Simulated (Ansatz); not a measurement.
# (KBr)2(NaI)1 [001] superlattice, started as rocksalt type: from the cell to its phonons, part 2 of 2

Aim: the vibrations of (KBr)2(NaI)1 [001] superlattice, started as rocksalt type, their spectra, and whether the structure is stable.

Ansatz 0.2.0; DFT LDA, scalar-relativistic, plane waves, PAW.

So far. Step 3 (Relaxation, k-mesh 6×6×6): Little changed from the start: no atom moved by 0.005 Å and no cell edge by 0.1 %. The relaxed cell has a = 4.472, c = 19.095 Å (conventional setting).

The structure was built from a prototype and need not be the compound's stable phase.

## Step 4: Relaxing to small forces for the phonons

Phonons need a cell at rest on their own settings, so the relaxation is repeated with tight tolerances on forces and stress, using the mesh and the filling of the phonon run that follows.

input.yaml

```yaml
crystal:
  lattice:
    - [3.1623096684, 3.1623096684, 0.0]
    - [-3.1623096684, 3.1623096684, 0.0]
    - [3.1623096684, 0.0, 9.5473010507]
  atoms:
    - { symbol: Br, position: [0.5064124022, 0.4935875978, -0.0128248045] }
    - { symbol: Br, position: [0.8269209311, 0.1730790689, 0.3461581378] }
    - { symbol: I, position: [0.1666666667, 0.8333333333, 0.6666666667] }
    - { symbol: K, position: [-0.0056716735, 0.0056716735, 0.0113433471] }
    - { symbol: K, position: [0.3390050069, 0.6609949931, 0.3219899863] }
    - { symbol: Na, position: [0.6666666667, 0.3333333333, 0.6666666667] }
kpoints:
  mp_grid: { grid: [8, 8, 8] }
hamiltonian:
  xc: lda
scf:
  occupations: { method: fixed }
output:
  forces: true
  stress: true
  eigenvalues: true
relax:
  adjacent_minimum: "off"
  f_tol: 0.001
  max_steps: 60
  cell: { stress_tol: 0.01 }
```

Launch:

```sh
> ansatz run input.yaml --threads 8 --pin off --max-ram 14336MiB --backend cpu --events-out ev --progress --plain --runs-dir out
```

Numbers of over 12 decimals in the logs are rounded to 6 here.

Output:

```text
[...]
Crystal: 6 atoms, lattice volume = 190.950 Å³
Basis set: ecut = 420 eV, 3759 PW (Γ)
Bands: 35, of which v1, the nominal top of the filled ones, is band 29 counted from 1 (28 counted from 0)
Symmetry: 16 space group operations
[...]
k-points: 59 of 512
[...]
- [3.161510, 3.161510, 0.0]
    - [-3.161510, 3.161510, 0.0]
    - [3.161510, 0, 9.546679]
  atoms:
    - { symbol: Br, position: [0.506429, 0.493571, -0.012858] }
    - { symbol: Br, position: [0.826904, 0.173096, 0.346191] }
    - { symbol: I, position: [0.166667, 0.833333, 0.666667] }
    - { symbol: K, position: [-0.00568183, 0.00568183, 0.011364] }
    - { symbol: K, position: [0.339015, 0.660985, 0.321970] }
    - { symbol: Na, position: [0.666667, 0.333333, 0.666667] }
[key lines of the parts left out:]
SCF converged after 5 iterations
Free energy (F): -17212.219955 eV
Fermi energy:    2.481665 eV
P = ⅓ Tr σ = -0.0063 GPa (-0.063 kbar)
```

The job ended after 9.5 s (8 threads of Intel Xeon Platinum 8259CL at 2.50GHz (Skylake/Cascade Lake), shared host; peak memory 0.89 GiB; 70 s of CPU time).

Little changed from the start: no atom moved by 0.005 Å and no cell edge by 0.1 %.

This step gave:

| Property | Result |
| --- | --- |
| pressure | -0.006295 GPa |
| gap on the k-mesh | 3.793 eV |
| volume per atom | 31.81 Å³ |
| direct gap on mesh | 3.807 eV |

The largest force component left is 0.34 meV/Å and the pressure is -0.006 GPa, within the tolerances set. The cell now holds 31.81 Å³/atom.

## Step 5: Modes at Γ

The zone centre is the only wavevector solved here; it holds the modes that light can see, as far as symmetry allows. The response to a homogeneous field gives the Born charges and the dielectric tensor, and its change with displacement the Raman tensors.

input.yaml

```yaml
crystal:
  lattice:
    - [3.1615101205, 3.1615101205, 0.0]
    - [-3.1615101205, 3.1615101205, 0.0]
    - [3.1615101205, 0.0, 9.5466789502]
  atoms:
    - { symbol: Br, position: [0.5064288932, 0.4935711068, -0.0128577865] }
    - { symbol: Br, position: [0.8269044401, 0.1730955599, 0.3461911198] }
    - { symbol: I, position: [0.1666666667, 0.8333333333, 0.6666666667] }
    - { symbol: K, position: [-0.0056818331, 0.0056818331, 0.0113636662] }
    - { symbol: K, position: [0.3390151664, 0.6609848336, 0.3219696671] }
    - { symbol: Na, position: [0.6666666667, 0.3333333333, 0.6666666667] }
kpoints:
  mp_grid: { grid: [8, 8, 8] }
hamiltonian:
  xc: lda
scf:
  occupations: { method: fixed }
output:
  eigenvalues: true
phonons:
  method: dfpt
  dielectric: true
  rigid_motions: translations
  raman: true
```

Output:

```text
Warning: crystal.symmetry: narrowed to the stabiliser of the run's FFT grids — unitary ops 16 → 4. A phonons.method: dfpt run fills in the rows of the dynamical matrix that it does not solve by its symmetry operations, which is exact only for operations that map its FFT grids onto themselves: filled in by any other, the frequencies could depend on the order in which like atoms are typed, or, by more than the grids' own error, on where the crystal sits among the grids' points. Excluded: 12 operations. The run can therefore solve more perturbations, solve them on more k-points, or both, and cost more. [rest of the remark cut]
[...]
Crystal: 6 atoms, lattice volume = 190.841 Å³
Basis set: ecut = 420 eV, 3759 PW (Γ), exchange–correlation on 60×60×144 points (8 copies of the dense FFT grid, shifted against one another)
Bands: 35, of which v1, the nominal top of the filled ones, is band 29 counted from 1 (28 counted from 0)
Symmetry: 16 space group operations
k-points: 260 of 512 (irreducible under 1 space group operation, time reversal used)
[...]
SCF iter   1: F=—  HF=-17212.232280 eV  |F-HF|=—  |Δ(HF+E_count)|=         —  Δρ=5.28e-3  dr2=3.04e-2  ethr=1.77e-3  ⟨swp⟩=5.9  Hψ=35983  notcnv=0  defer=926
[...]
SCF iter   9: F=-17212.219954 eV  HF=-17212.219954 eV  |F-HF|=1.46e-11  |Δ(HF+E_count)|=  1.31e-10  Δρ=9.61e-8  dr2=1.97e-11  ethr=1.00e-12  ⟨swp⟩=19.4  Hψ=76602  notcnv=0
SCF 1 converged in 9 iterations: F = -17212.219954 eV  dr2 = 1.97e-11
[...]
NSCF: frozen V_eff on 3 k-points
DFPT response loops at Γ: preconditioner auto → Resta (q_TF=auto, 2.237 Å⁻¹)  ε∞=4.0 (no band partly filled); β = 1.00, the filter's whole step (`scf.mixing.beta` (0.50) is not read by the response loops at its default; to damp them type it under 1.00, their step now; it binds the ground state too); Broyden in place of MSR1
── the response to a field inside a basis, on 8×8×8 k-points: an SCF that follows is theirs, and a resumed run solves both again ──
Bands: 30, of which v1, the nominal top of the filled ones, is band 29 counted from 1 (28 counted from 0)
k-points: 144 of 512 (irreducible under 4 space group operations)
[...]
Eigensolver: Dense (144 Hₖ)
SCF iter   1: F=—  HF=-17212.191578 eV  |F-HF|=—  |Δ(HF+E_count)|=         —  Δρ=1.19e-4  dr2=6.60e-6  ethr=1.00e-1
[...]
SCF iter   5: F=-17212.191582 eV  HF=-17212.191582 eV  |F-HF|=1.09e-11  |Δ(HF+E_count)|=   1.34e-9  Δρ=1.65e-7  dr2=6.16e-11  ethr=3.94e-12
SCF 1 converged in 5 iterations: F = -17212.191582 eV  dr2 = 6.16e-11
[...]
SCF converged after 9 iterations
Free energy (F): -17212.219954 eV
[...]
Internal energy: -17212.219954 eV  (E = F + TS)
E sigma→0 (E₀):  -17212.219954 eV
Fermi energy:    2.481667 eV
[...]
--- Band table (eV; the first three rows and the last of 260) ---
  k-point 0: bands = [... 25 lower, 1.7612, 2.3438, 2.4671, 2.4671, 6.2743, 7.6696, 8.1243, 8.1443, ... 2 higher]
  k-point 1: bands = [... 25 lower, 1.7922, 2.2838, 2.4627, 2.4627, 6.3535, 7.6356, 8.0393, 8.2120, ... 2 higher]
  k-point 2: bands = [... 25 lower, 1.8219, 2.1282, 2.4518, 2.4518, 6.5679, 7.5738, 7.8240, 8.3693, ... 2 higher]
  k-point 259: bands = [... 25 lower, 1.3807, 1.5875, 1.7500, 2.0898, 7.5235, 7.6363, 8.1497, 8.8544, ... 2 higher]
--- Phonons (Γ-DFPT): 12 representative perturbations + reference, on 260 of 512 k-points (Σ response iterations 41) ---
  ASR residual: 1.006e-4 → 0.000e0 eV/Å²; symmetrization residual: 1.716e-5 eV/Å²
  The last average, over the group as it would stand without the narrowing to the FFT grids, took up to 6.000e-6 eV/Å² of the zone centre's force constants
  ASR residual per site (eV/Å²): 1.01e-4 1.01e-4 6.34e-5 6.74e-5 6.74e-5 6.56e-5
  Γ frequencies (cm⁻¹): 0.00 0.00 0.00 32.74 32.74 36.22 36.22 82.96 83.07 100.44 125.49 125.49 134.94 134.94 138.03 138.03 141.44 141.55
  ε∞ (high-frequency dielectric tensor):
        3.036983     0.000000     0.000000
        0.000000     3.036983     0.000000
        0.000000     0.000000     3.006716
  ε⁰ (static dielectric tensor: ions relaxed, cell fixed):
        5.633600    -0.000000     0.000000
       -0.000000     5.633600     0.000000
        0.000000     0.000000     6.457207
  ε⁰ − ε∞ (ionic part):
        2.596617    -0.000000     0.000000
       -0.000000     2.596617     0.000000
        0.000000     0.000000     3.450490
  softest optical mode at Γ: 32.74 cm⁻¹; the repairs (sum rule, projections) moved no ω² at Γ by more than (2.39 cm⁻¹)²
  Born effective charges Z* (e; rows j = field, columns β = displacement):
    site 0:
        -1.11634   -0.00000   -0.00000
        -0.00000   -1.11634    0.00000
        -0.00000    0.00000   -1.20485
    site 1:
        -1.11634    0.00000    0.00000
        -0.00000   -1.11634    0.00000
         0.00000    0.00000   -1.20485
    site 2:
        -1.15204    0.00000   -0.00000
         0.00000   -1.15204    0.00000
         0.00000    0.00000   -0.91080
    site 3:
         1.08845    0.00000   -0.00000
         0.00000    1.08845   -0.00000
        -0.00000    0.00000    1.13055
    site 4:
         1.08845    0.00000    0.00000
         0.00000    1.08845    0.00000
         0.00000   -0.00000    1.13055
    site 5:
         1.20781    0.00000   -0.00000
         0.00000    1.20781    0.00000
         0.00000    0.00000    1.05939
  Z* charge neutrality: 9.451e-3 e pre-enforcement
  solved inside a basis spanned on kpoints, on 8×8×8 k-points: ε∞ is read to err by 9.1e-3, Z* by 2.1e-2 e (field_mesh: kpoints solves on kpoints); Z* is corrected for what the basis lacks
  Raman tensors (in the event stream and the table raman_tensors.tsv): an entry may err by 1.1e-1 Å², one of the second-order susceptibility by 6.2e-20 pm/V (basis, points and sum rule); their sum over the sites missed zero by 9.714e-17 Å² ahead of its enforcement
  optical modes at Γ without the LO–TO term, one row a degenerate level:
      ω (cm⁻¹)  modes    IR ((D/Å)²/amu)  static Raman (Å⁴/amu)  depolarisation
         32.74      2             0.0114                 0.0000               —
         36.22      2             0.0000                 0.0913           0.750
         82.96      1             0.5330                 0.0000               —
         83.07      1             0.0000                 0.2346           0.081
        100.44      1             1.5648                 0.0000               —
        125.49      2             4.0472                 0.0000               —
        134.94      2             3.5873                 0.0000               —
        138.03      2             0.0000                 0.1103           0.750
        141.44      1             0.0000                 0.6172           0.038
        141.55      1             1.5259                 0.0000               —
  optical modes at Γ + LO–TO along q̂ = [1.0000, 0.0000, 0.0000]:
      ω (cm⁻¹)  modes    IR ((D/Å)²/amu)  static Raman (Å⁴/amu)  depolarisation
         32.74      1             0.0057                 0.0000               —
         32.91      1             0.0016                 0.0000               —
         36.22      2             0.0000                 0.0913           0.750
         82.96      1             0.5330                 0.0000               —
         83.07      1             0.0000                 0.2346           0.081
        100.44      1             1.5648                 0.0000               —
        125.49      1             2.0236                 0.0000               —
        130.17      1             0.0291                 0.0000               —
        134.94      1             1.7937                 0.0000               —
        138.03      2             0.0000                 0.1103           0.750
        141.44      1             0.0000                 0.6172           0.038
        141.55      1             1.5259                 0.0000               —
        176.27      1             3.7923                 0.0000               —
  optical modes at Γ + LO–TO along q̂ = [0.0000, 1.0000, 0.0000]:
      ω (cm⁻¹)  modes    IR ((D/Å)²/amu)  static Raman (Å⁴/amu)  depolarisation
         32.74      1             0.0057                 0.0000               —
         32.91      1             0.0016                 0.0000               —
         36.22      2             0.0000                 0.0913           0.750
         82.96      1             0.5330                 0.0000               —
         83.07      1             0.0000                 0.2346           0.081
        100.44      1             1.5648                 0.0000               —
        125.49      1             2.0236                 0.0000               —
        130.17      1             0.0291                 0.0000               —
        134.94      1             1.7937                 0.0000               —
        138.03      2             0.0000                 0.1103           0.750
        141.44      1             0.0000                 0.6172           0.038
        141.55      1             1.5259                 0.0000               —
        176.27      1             3.7923                 0.0000               —
  optical modes at Γ + LO–TO along q̂ = [0.0000, 0.0000, 1.0000]:
      ω (cm⁻¹)  modes    IR ((D/Å)²/amu)  static Raman (Å⁴/amu)  depolarisation
         32.74      2             0.0114                 0.0000               —
         36.22      2             0.0000                 0.0913           0.750
         83.07      1             0.0000                 0.2346           0.081
         86.18      1             0.0357                 0.0000               —
        117.08      1             0.4286                 0.0000               —
        125.49      2             4.0472                 0.0000               —
        134.94      2             3.5873                 0.0000               —
        138.03      2             0.0000                 0.1103           0.750
        141.44      1             0.0000                 0.6172           0.038
        171.29      1             3.1594                 0.0000               —
```

The job ended after 14 min (8 threads; peak memory 7.2 GiB; 1.7 h of CPU time).

Numbers from this step:

```yaml
sum_rule_residual_before_enforcement: 1.01e-4 eV/Å²
miss_of_the_charge_sum_rule: 0.009451 e
estimated_error_of_the_dielectric_tensor: 0.009069
estimated_error_of_the_born_charges: 0.02061 e
point_group: 4/mmm
highest_optical_mode_at_the_zone_centre_no_lo_to_term: 141.6 cm⁻¹
lowest_optical_zone_centre_mode: 32.74 cm⁻¹
mean_high_frequency_dielectric_constant: 3.027
largest_born_charge_third_of_the_trace: 1.158 e
mean_static_dielectric_constant: 5.908
top_of_the_zone_centre_spectrum_with_the_field: 176.3 cm⁻¹
```

Without the LO-TO term. Patterns of degenerate modes are one choice out of their space. Modes at Γ, with each element's share of the kinetic energy:

| mode | frequency (cm⁻¹) | symmetry | Br % | I % | K % | Na % |
| --- | --- | --- | --- | --- | --- | --- |
| 1 | 0.0 | acoustic | 41 | 33 | 20 | 6 |
| 2 | 0.0 | acoustic | 41 | 33 | 20 | 6 |
| 3 | 0.0 | acoustic | 41 | 33 | 20 | 6 |
| 4 | 32.7 | Eu | 24 | 55 | 14 | 7 |
| 5 | 32.7 | Eu | 24 | 55 | 14 | 7 |
| 6 | 36.2 | Eg | 69 | 0 | 31 | 0 |
| 7 | 36.2 | Eg | 69 | 0 | 31 | 0 |
| 8 | 83.0 | A2u | 53 | 43 | 1 | 3 |
| 9 | 83.1 | A1g | 99 | 0 | 1 | 0 |
| 10 | 100.4 | A2u | 1 | 12 | 0 | 87 |
| 11 | 125.5 | Eu | 1 | 12 | 0 | 87 |
| 12 | 125.5 | Eu | 1 | 12 | 0 | 87 |
| 13 | 134.9 | Eu | 34 | 0 | 65 | 1 |
| 14 | 134.9 | Eu | 34 | 0 | 65 | 1 |
| 15 | 138.0 | Eg | 31 | 0 | 69 | 0 |
| 16 | 138.0 | Eg | 31 | 0 | 69 | 0 |
| 17 | 141.4 | A1g | 1 | 0 | 99 | 0 |
| 18 | 141.6 | A2u | 5 | 13 | 78 | 4 |

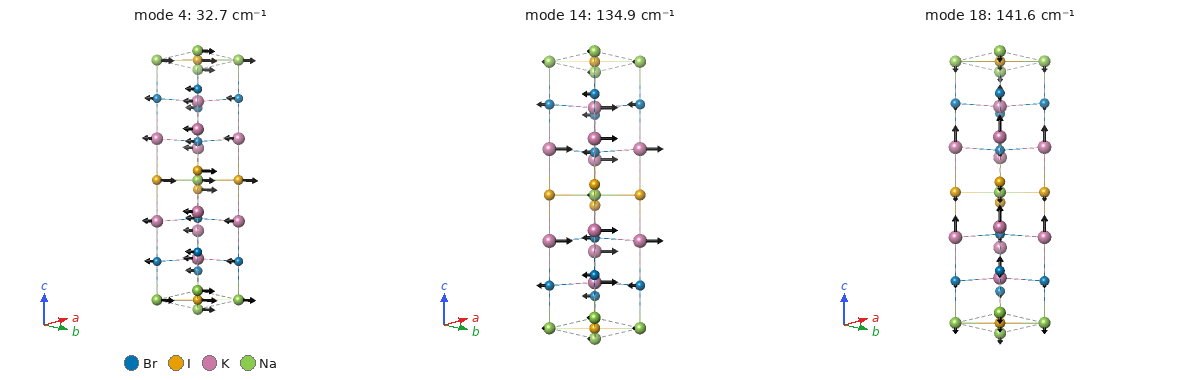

Displacement patterns of modes 4, 14 and 18 at Γ; arrows are exaggerated. Some periodic images of atoms are drawn too.

Optical modes at the zone centre, without and with the macroscopic field of the longitudinal modes; each column is sorted by frequency, so a row need not hold one and the same mode. Modes with and without the field, by row:

| rank among optical modes | no field (cm⁻¹) | q along (1, 0, 0) (cm⁻¹) | q along (0, 0, 1) (cm⁻¹) |
| --- | --- | --- | --- |
| 1 | 32.7 | 32.7 | 32.7 |
| 2 | 32.7 | 32.9 | 32.7 |
| 3 | 36.2 | 36.2 | 36.2 |
| 4 | 36.2 | 36.2 | 36.2 |
| 5 | 83 | 83 | 83.1 |
| 6 | 83.1 | 83.1 | 86.2 |
| 7 | 100.4 | 100.4 | 117.1 |
| 8 | 125.5 | 125.5 | 125.5 |
| 9 | 125.5 | 130.2 | 125.5 |
| 10 | 134.9 | 134.9 | 134.9 |
| 11 | 134.9 | 138 | 134.9 |
| 12 | 138 | 138 | 138 |
| 13 | 138 | 141.4 | 138 |
| 14 | 141.4 | 141.6 | 141.4 |
| 15 | 141.6 | 176.3 | 171.3 |

Born charge (rows field, columns displacement) (e), principal values of the symmetric part by kind of site:

```
atom  atoms with these values    low  middle   high   mean
 Br1                        2  -1.20   -1.12  -1.12  -1.15
  I3                        1  -1.15   -1.15  -0.91  -1.07
  K4                        2   1.09    1.09   1.13   1.10
 Na6                        1   1.06    1.21   1.21   1.16
```

In full for Na6:

```
1.21 0.00 0.00
0.00 1.21 0.00
0.00 0.00 1.06
```

High-frequency dielectric tensor:

```
3.04 0.00 0.00
0.00 3.04 0.00
0.00 0.00 3.01
```

Static dielectric tensor (ions relaxed, fixed cell):

```
5.63 0.00 0.00
0.00 5.63 0.00
0.00 0.00 6.46
```

Transverse modes. Infrared lines, with heights relative to the strongest:

```
position (cm⁻¹)  lines merged  relative intensity
             33             1                 0.3
             36             1                 0.0
             83             2                  13
            100             1                  39
            126             1                 100
            135             1                  89
            138             1                 0.0
            141             1                 0.0
            142             1                  38
```

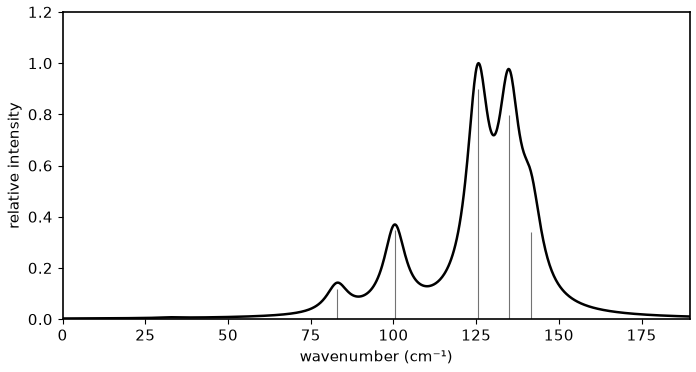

The infrared spectrum, broadened with Lorentzians of width 8 cm⁻¹; bars mark the lines.

Activity x (w_L - w)^4 (n + 1)/w, 532 nm, 300 K; modes without the macroscopic field alone. Lines of the Raman spectrum (strongest = 100):

```csv
position (cm⁻¹),lines merged,relative intensity
33,1,0.0
36,1,100
83,2,54
100,1,0.0
126,1,0.0
135,1,0.0
138,1,10
141,1,55
142,1,0.0
```

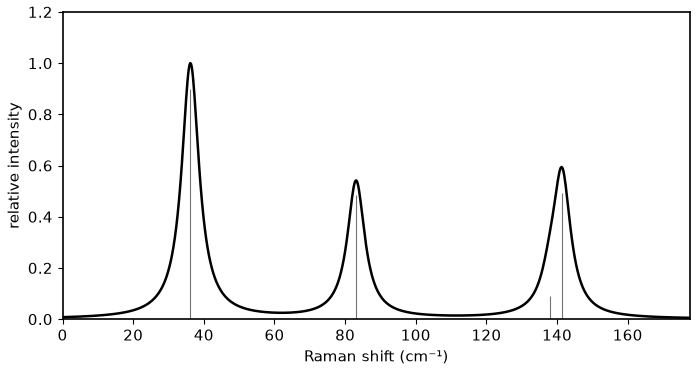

The Raman spectrum, broadened with Lorentzians of width 6 cm⁻¹; bars mark the lines.

Before it was imposed, the acoustic sum rule was missed by 1.0e-4 eV/Å² and the charge sum rule by 0.0095 e. Small misses are needed for a sound result but don't prove that mesh and cutoff are converged. The lowest optical mode is real, 32.7 cm⁻¹.

## Step 6: Another isotope, element Br, natural mass 79.904 amu

An isotope changes the mass and not the force constants, so no new electronic calculation is needed; the shifts show which modes move this element.

The same force constants with the mass of Br changed from 79.904 to 80.916 u (phonopy, no LO-TO term). Both lists are sorted by frequency; levels can cross, so a row need not hold one and the same mode. Modes under 3 cm⁻¹ are left out. Isotope shifts, by row:

```csv
q,rank,natural mass (cm⁻¹),changed mass (cm⁻¹)
0 0 0,4,32.74,32.69
0 0 0,5,32.74,32.69
0 0 0,6,36.22,36.06
0 0 0,7,36.22,36.06
0 0 0,8,82.96,82.55
0 0 0,9,83.07,82.68
0 0 0,10,100.4,100.4
0 0 0,11,125.5,125.5
0 0 0,12,125.5,125.5
0 0 0,13,134.9,134.7
0 0 0,14,134.9,134.7
0 0 0,15,138,137.8
0 0 0,16,138,137.8
0 0 0,17,141.4,141.4
0 0 0,18,141.6,141.5
```

A mode of this element alone would shift by -0.63 %. The highest zone-centre frequency without the field goes from 141.6 to 141.5 cm⁻¹ (-0.0 %). The product of the frequency ratios over all optical modes at Γ is 0.970; the product rule, (m/m′)^(3k/2) (M′/M)^(3/2) with k = 2 such atoms and M the mass of the cell, gives 0.970.

## Step 7: Another isotope, element K, natural mass 39.0983 amu

The same for K, from 39.10 to 40.96 u.

A mode of this element alone would shift by -2.30 %. The highest zone-centre frequency without the field goes from 141.6 to 139.0 cm⁻¹ (-1.8 %). The product of the frequency ratios over all optical modes at Γ is 0.882; the product rule, (m/m′)^(3k/2) (M′/M)^(3/2) with k = 2 such atoms and M the mass of the cell, gives 0.882.

## Step 8: Results

```json
{
  "space group after relaxation (within 0.01 Å)": "I4/mmm",
  "volume per atom": "31.8 Å³",
  "gap on the k-mesh": "3.79 eV",
  "highest optical mode at the zone centre (no LO-TO term)": "142 cm⁻¹",
  "top of the zone-centre spectrum with the field": "176 cm⁻¹",
  "lowest optical zone-centre mode": "32.7 cm⁻¹",
  "mean high-frequency dielectric constant": "3.03",
  "mean static dielectric constant": "5.91",
  "largest Born charge (third of the trace)": "1.16 e",
  "imaginary modes at Γ (the only wavevector solved)": "none"
}
```

The structure is stable against zone-centre distortions, since no mode there is imaginary; other wavevectors were not solved, so zone-boundary instabilities are untested. Without the field, the optical modes at Γ span 33 to 142 cm⁻¹. No dispersion was computed. The highest mode in this list at Γ, 141.6 cm⁻¹, is mostly motion of K (78 % of the kinetic energy). With the macroscopic field of the longitudinal modes the top of the zone-centre spectrum lies at 176 cm⁻¹, against 142 cm⁻¹ without it. Lattice motion raises the mean dielectric constant from 3.027 to 5.908. The strongest infrared line is at 126 cm⁻¹. Averaged over orientations, the strongest Raman line at 532 nm and 300 K is at 36 cm⁻¹. Spin-orbit coupling is left out, which can matter for the heavy elements here. The starting cell was built on a prototype and not taken from a measurement, so the phase need not exist. These are harmonic frequencies at zero temperature: anharmonic shifts, linewidths and thermal expansion are left out.

[Logs are printed without paths, hosts, clocks, repeated set-up lines and the standing remarks that a program may print on its own settings, such as how far it seeks lower states.]

[Hosts, paths, dates, database ids (printed as entryN), source tags and the programs' standing remarks are cut or masked in the printed files.]
